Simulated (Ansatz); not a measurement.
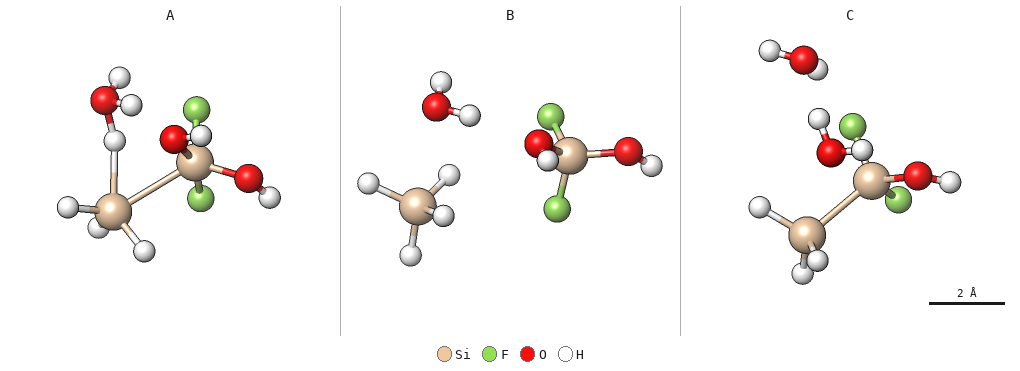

Three geometries of Si2H8O3F2: a saddle point and the two minima that it joins, in shuffled order. The picture is a ball-and-stick view, seen at a tilt. Sticks join atoms that are closer than about 1.2 times the sum of their covalent radii (a little more with hydrogen).

Stationary points at PBE0-D4/def2-TZVP, single-point energies with CCSD(T)/CBS, B2PLYP, BHLYP-D4, BLYP-D4, wB97M-V, SPW92 (LDA) (def2-TZVPP where no basis is named; Ansatz 0.2.0). The energies are electronic, without zero-point or thermal terms, and both ends are the minima reached downhill from the saddle, with any fragments still in contact. CCSD(T)/CBS stands for a frozen-core estimate: MP2 correlation extrapolated from def2-TZVPP and def2-QZVPP, CCSD(T) minus MP2 from the smaller set.

Question: Which frame is the transition state, what reaction does it lead through, and what barrier is to be expected?

Answer: Frame A is the saddle point. Counted by bonded pieces, C holds H₂O + H₂O + Si₂H₄OF₂ and B holds H₂O + SiH₂O₂F₂ + SiH₄. From C over the saddle to B, bonds form: O–Si (2.59 → 1.74 → 1.62 Å), H–Si (5.10 → 1.91 → 1.48 Å), H–O (1.80 → 1.03 → 0.96 Å). Bonds break: Si–Si (2.32 → 2.57 → 4.34 Å), H–O (0.98 → 1.53 → 2.02 Å), H–O (0.96 → 1.20 → 2.96 Å). The saddle has one imaginary mode, 913i cm⁻¹. With CCSD(T)/CBS the barrier is 43.1 kcal/mol from C and 65.1 kcal/mol from B, and B lies 22.0 kcal/mol below C.

```
      level  barrier from C (kcal/mol)  barrier from B (kcal/mol)  B less C (kcal/mol)
CCSD(T)/CBS                       43.1                       65.1                −22.0
     B2PLYP                       43.4                       66.5                −23.1
   BHLYP-D4                       48.2                       72.0                −23.8
    BLYP-D4                       39.6                       58.4                −18.9
    wB97M-V                       40.5                       61.9                −21.4
SPW92 (LDA)                       20.3                       31.9                −11.7
```

Against CCSD(T)/CBS, B2PLYP comes closest on the barrier from C (+0.3 kcal/mol) and SPW92 (LDA) misses most (−22.8 kcal/mol).
